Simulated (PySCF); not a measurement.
```yaml
atoms:
  - { symbol: Na, position_ang: [0.0000, 0.0000, -2.0254] }
  - { symbol: Se, position_ang: [0.0000, 0.0000, 0.5826] }
```

The calculation used PySCF, PBE0/def2-TZVPP, non-relativistic Hamiltonian with scalar-relativistic core potentials where named, at a bond length of 2.608 Å.

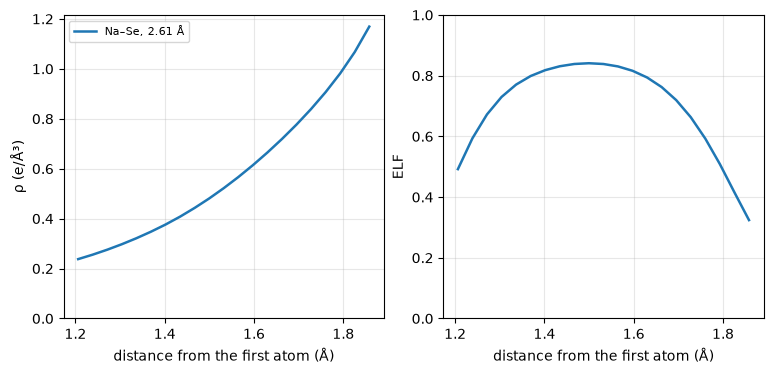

NaSe (doublet). Electron density and ELF along straight lines between neighbouring atoms. The curves leave out the atomic cores.

### What can be read from the curves?

Na–Se (2.61 Å): ρ at the midpoint is about 0.3 e/Å³; the ELF peaks at about 0.85 in the valence shell of Se, 1.1 Å from its nucleus, and falls to about 0.10 next to Na; a closed-shell, largely ionic contact.
